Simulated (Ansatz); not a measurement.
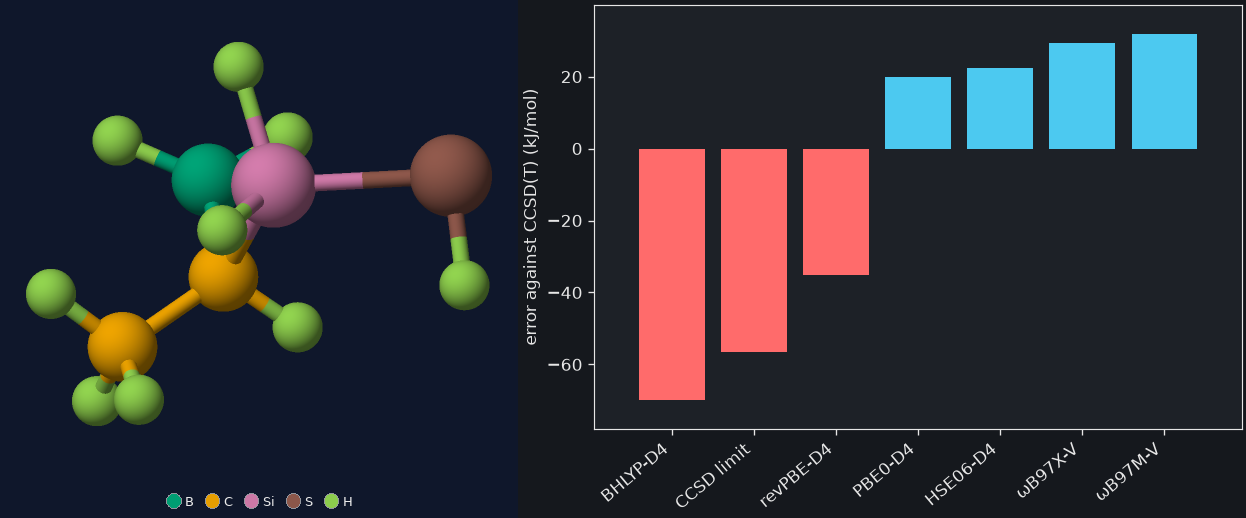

Error in the electronic atomisation energy (method less reference, so positive means overbinding) of C₂H₉BSSi, SMILES B[C@H](C)[SiH2]S: functionals in def2-TZVPP against frozen-core CCSD(T) at the limit (MP2 extrapolated from triple and quadruple zeta, plus CCSD(T) less MP2 in a smaller set), which gives 4921.4 kJ/mol, at a PBE0-D4/def2-TZVP geometry (a minimum by its frequencies), no zero-point or spin-orbit term, the Ansatz code 0.2.0. The reference leaves out core correlation, a term that grows with the number of heavy atoms. Limit means the basis limit.

**What range do the values span?**

From −69.9 kJ/mol (BHLYP-D4) to 31.9 kJ/mol (ωB97M-V).

**Give the values.**

| level | kJ/mol |
| --- | --- |
| BHLYP-D4 | −69.9 |
| CCSD limit | −56.7 |
| revPBE-D4 | −35.1 |
| PBE0-D4 | 19.8 |
| HSE06-D4 | 22.3 |
| ωB97X-V | 29.3 |
| ωB97M-V | 31.9 |

Limits of at least one run: one conformer of a flexible molecule.
